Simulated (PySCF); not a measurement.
**GeHNS (SMILES [NH]1[S+]=[Ge-]1): density, localisation and related maps**

Input file:

```
from pyscf import gto, dft

mol = gto.M(
    atom='input.xyz',
    basis='def2-tzvpd',
    verbose=3,
    charge=0,
    max_memory=3720,
)

mf = dft.RKS(mol)
mf.xc = 'pbe0'
mf = mf.density_fit(auxbasis='def2-universal-jkfit')
mf.conv_tol = 1e-09
mf.grids.level = 3
mf.max_cycle = 100
mf.kernel()
if not mf.converged:
    mf = mf.newton().run(mf.mo_coeff, mf.mo_occ)

etot = mf.e_tot
print('E = %.10f Eh' % etot)
grad = mf.nuc_grad_method().kernel()
dip = mf.dip_moment()
pop, q = mf.mulliken_pop()
```

Command:

```sh
OMP_NUM_THREADS=2 python calc.py
```

Geometry: PBE0-D4/def2-SVP.

Method: Gaussian-basis quantum chemistry of an isolated molecule with PySCF, energy and nuclear gradient, functional PBE0 (PySCF 2.14.0).

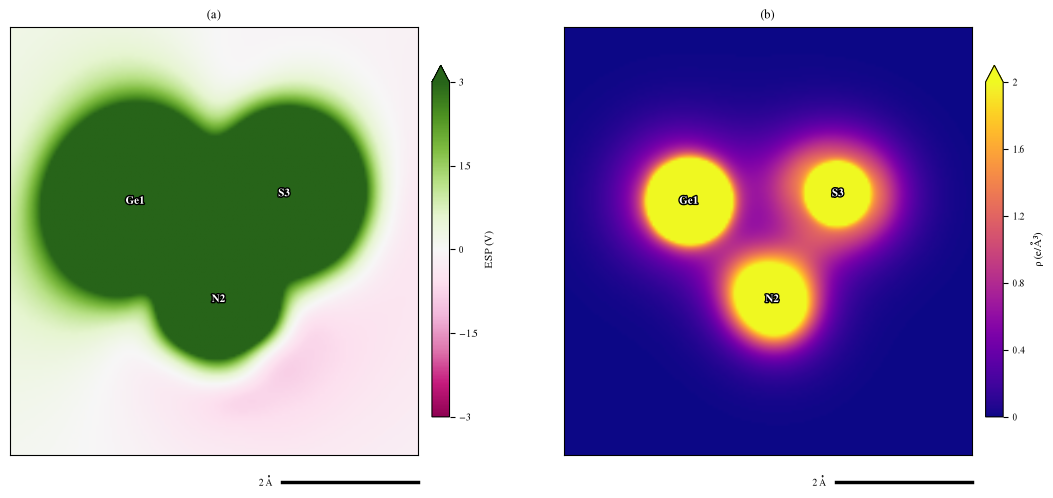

Figure 1. (a) molecular electrostatic potential; (b) electron density on the plane of atoms N2, Ge1 and S3.

### Describe what can be read from this map.

- The section cuts through Ge, N and S sites.
- S–N (1.84 Å): ρ is about 1.1 e/Å³ halfway.
- Ge–N (1.89 Å): the density is about 0.87 e/Å³ at the midpoint.
- Ge–S (2.19 Å): the density is about 0.69 e/Å³ at the midpoint.
- Outside the dense part of the molecule the potential is most negative (−0.8 V) near N2.

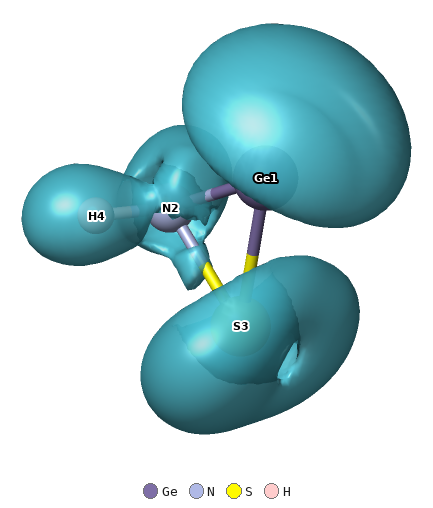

Figure 2. Isosurface of the electron localisation function at 0.75 (cyan), seen at an oblique angle. Core shells and regions of very low density are left out.

### What do the ELF domains correspond to?

The surface consists of one lobe on Ge, pointing away from the bonds (lone pairs), one region wrapped around S (its valence shell) and one joined region spread over several atoms (H, N), in which their bonds and any lone pairs are merged. Along the contacts the grid gives the following. S–N (1.84 Å): the ELF peaks at about 0.80 between the atoms (localised, covalent bonding). Ge–N (1.89 Å): the ELF peaks at about 0.85 in the valence shell of N, 0.6 Å from its nucleus, and is about 0.40 at the midpoint.

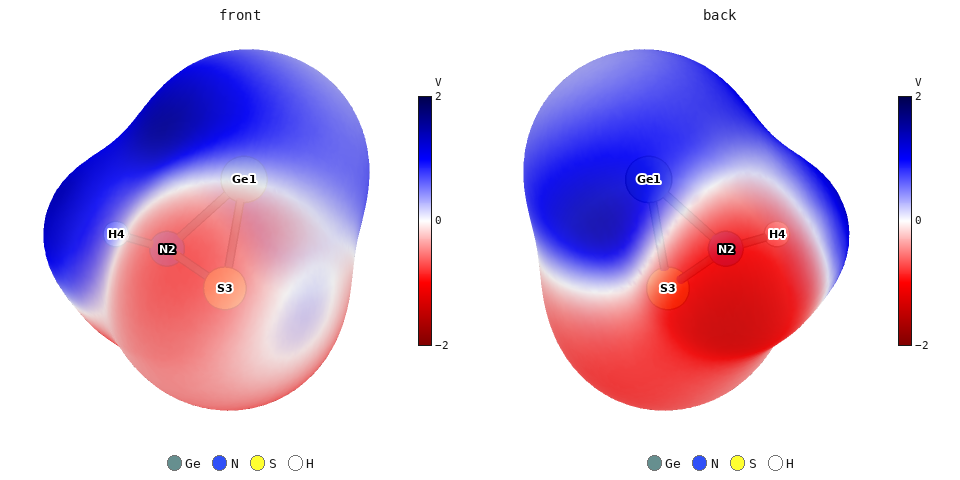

Figure 3. The molecular electrostatic potential painted on the density surface at 0.001 e/bohr³, seen from the front and from behind; the colour scale runs from red (negative) to blue (positive).

### Which sites attract a positive test charge, and which a negative one?

A positive charge is drawn to the negative regions and a negative charge to the positive ones. The most negative region (about −1.3 V) lies over N2, the most positive (about +1.5 V) over Ge1. N2 is the likeliest acceptor of a hydrogen bond.

### How polar is the molecule by this calculation?

Its dipole moment is 2.37 D.
